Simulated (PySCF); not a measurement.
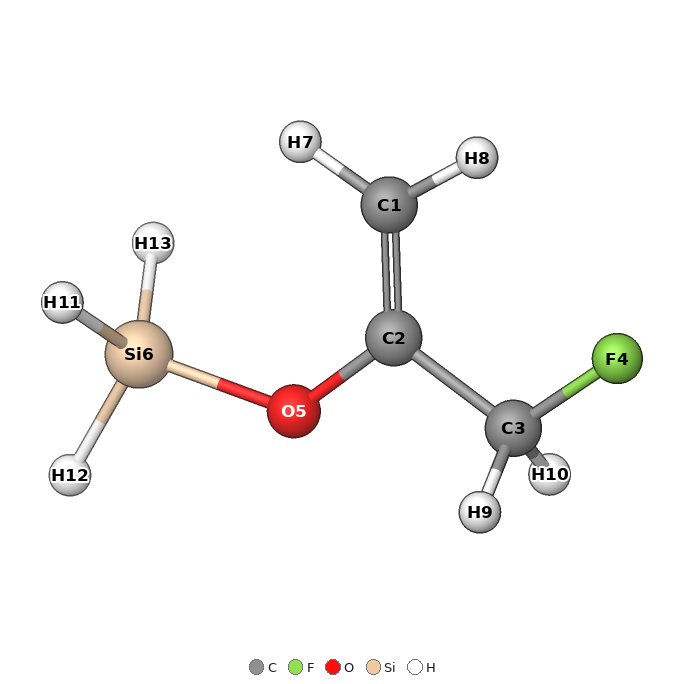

Computed geometry: PBE0-D3(BJ)/def2-SVP optimisation. No frequency run is at hand to confirm it as a minimum. Electric field gradients from the ground-state density, B3LYP/6-31G* (PySCF 2.14.0), non-relativistic apart from any core potentials.

Give the largest field-gradient component, the quadrupole coupling constant and the asymmetry for 17O at O5 (Q = −25.6 mb), 2H at H7 (Q = 2.86 mb), 2H at H8 (Q = 2.86 mb), 2H at H9 (Q = 2.86 mb), 2H at H10 (Q = 2.86 mb).

| atom | V_zz (a.u.) | e²qQ/h (MHz) | η |
| --- | --- | --- | --- |
| O5 | 1.450 | −8.72 | 0.22 |
| H7 | 0.294 | 0.198 | 0.11 |
| H8 | 0.297 | 0.200 | 0.08 |
| H9 | 0.260 | 0.174 | 0.06 |
| H10 | 0.260 | 0.174 | 0.06 |
